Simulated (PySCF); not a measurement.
**Geometry relaxation of GaF3**

The run: geometry relaxation of GaF3. Method and program: PBE0-D3(BJ)/def2-SVP geometry optimisation, gas phase (PySCF 2.14.0).

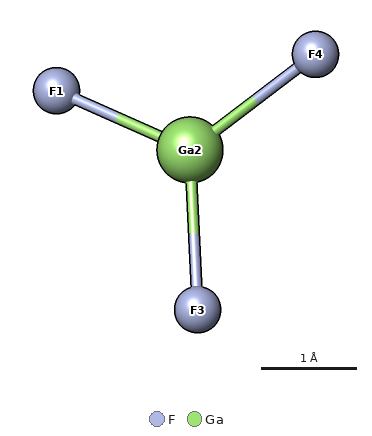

*The structure as given in the input (ball-and-stick view, seen at a tilt; atoms are numbered from 1 in the order of the input). Sticks mark near contacts.*

Bond lengths as drawn: F–Ga 1.72 to 1.73 Å.

### Input file
```
{"job": {"xc": "PBE0", "basis": "def2-SVP", "d3": "d3bj", "grid": 1, "maxiter": 30, "shake": 0.01, "kind": "geom"}, "charge": 0, "multiplicity": 1}
F     -1.048960    -1.384310    -0.023380
Ga    -0.003040    -0.002960    -0.007940
F      1.696730    -0.250840    -0.001830
F     -0.606730     1.612720     0.000130
```

The first line tells a small driver script what to run in PySCF; the rest is the geometry in Å.

Run as:
```bash
OMP_NUM_THREADS=1 python <driver script> task.json out
```

### Output
```
step   0  E = -2223.47547614  max force = 0.006571
step   1  E = -2223.47396362  max force = 0.011703
step   2  E = -2223.47549734  max force = 0.002606
step   3  E = -2223.47573449  max force = 0.005517
step   4  E = -2223.47579905  max force = 0.001990
step   5  E = -2223.47582297  max force = 0.000549
step   6  E = -2223.47582455  max force = 0.000344
optimisation converged
```

### Trajectory as extended XYZ (Å, eV, eV/Å), 7 frames, from step=0 to step=6
```
4
Properties=species:S:1:pos:R:3:forces:R:3 step=0 energy=-60503.84949
F    -1.0490   -1.3843   -0.0234    0.0445   0.1876   0.0042
Ga   -0.0030   -0.0030   -0.0079   -0.2823  -0.1599  -0.0052
F     1.6967   -0.2508   -0.0018    0.3379  -0.0686  -0.0002
F    -0.6067    1.6127    0.0001   -0.1001   0.0409   0.0012
4
Properties=species:S:1:pos:R:3:forces:R:3 step=1 energy=-60503.80833
F    -0.9369   -0.4571    1.3415   -0.0256  -0.3146   0.2038
Ga    0.0204   -0.0808   -0.0378    0.4682   0.4781  -0.1481
F     1.6713   -0.5942   -0.2726   -0.6018   0.0407   0.0384
F    -0.7163    1.1069   -1.0653    0.1591  -0.2043  -0.0941
4
Properties=species:S:1:pos:R:3:forces:R:3 step=2 energy=-60503.85006
F    -0.9247   -0.4960    1.3435    0.0899  -0.0982   0.0599
Ga    0.0366   -0.0196   -0.0100   -0.1009   0.1082  -0.0681
F     1.6415   -0.6087   -0.2718   -0.1230   0.0376   0.0319
F    -0.7149    1.0991   -1.0960    0.1340  -0.0476  -0.0236
4
Properties=species:S:1:pos:R:3:forces:R:3 step=3 energy=-60503.85652
F    -0.8895   -0.5227    1.3557    0.0339   0.0186  -0.0473
Ga    0.0210   -0.0014   -0.0200   -0.2837   0.0172   0.1588
F     1.6122   -0.6127   -0.2476    0.2072  -0.0415  -0.0814
F    -0.7052    1.1116   -1.1224    0.0426   0.0057  -0.0300
4
Properties=species:S:1:pos:R:3:forces:R:3 step=4 energy=-60503.85827
F    -0.8952   -0.5215    1.3575    0.0245   0.0001  -0.0133
Ga    0.0189   -0.0032   -0.0148   -0.1024  -0.0174   0.0750
F     1.6160   -0.6096   -0.2550    0.0462   0.0077  -0.0343
F    -0.7013    1.1092   -1.1219    0.0317   0.0096  -0.0274
4
Properties=species:S:1:pos:R:3:forces:R:3 step=5 energy=-60503.85893
F    -0.8970   -0.5234    1.3629    0.0062  -0.0101   0.0031
Ga    0.0130   -0.0063   -0.0109    0.0163  -0.0130   0.0158
F     1.6150   -0.6038   -0.2611   -0.0282   0.0168  -0.0030
F    -0.6926    1.1084   -1.1251    0.0057   0.0063  -0.0159
4
Properties=species:S:1:pos:R:3:forces:R:3 step=6 energy=-60503.85897
F    -0.8963   -0.5258    1.3652    0.0001  -0.0046   0.0039
Ga    0.0111   -0.0056   -0.0089    0.0177  -0.0080  -0.0040
F     1.6127   -0.6020   -0.2625   -0.0165   0.0105   0.0026
F    -0.6891    1.1083   -1.1279   -0.0014   0.0021  -0.0026
```

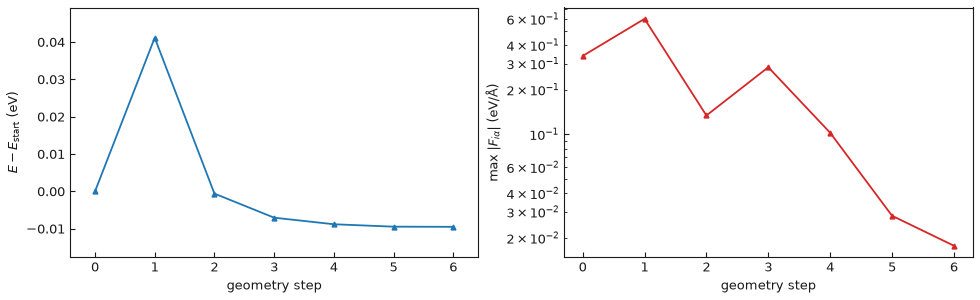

*Progress of the relaxation, step by step (steps are counted from 0).*

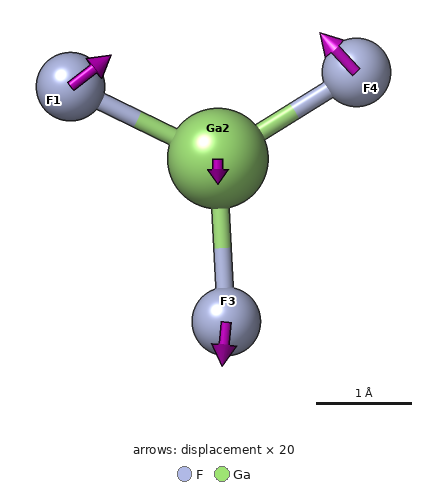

*The starting structure with the displacements as pink arrows, magnified 20 times (ball-and-stick view, seen on its broad side). The two geometries are laid on each other by the best rigid fit.*

Over 6 geometry steps the energy falls by 0.009 eV. Largest force component: 0.34 eV/Å at the start, 0.018 eV/Å at the end. The largest move after the best rigid fit is that of F4, 0.029 Å. Largest moves by element: F 0.029 Å, Ga 0.014 Å. Among the contacts that change: Ga2–F3 1.718 → 1.728 Å, F1–Ga2 1.733 → 1.727 Å. Among the angles that change: F1–Ga2–F4 122.4° → 119.8°. (Atoms are counted from 1 in the order of the input.)

### Key numbers

```tsv
quantity	value
outcome	converged
total energy	−2223.475825 hartree
dipole moment	0.02 D
point group	D3h
hardware	1 CPU thread, shared host
wall time	11 s
peak memory	0.33 GiB
```
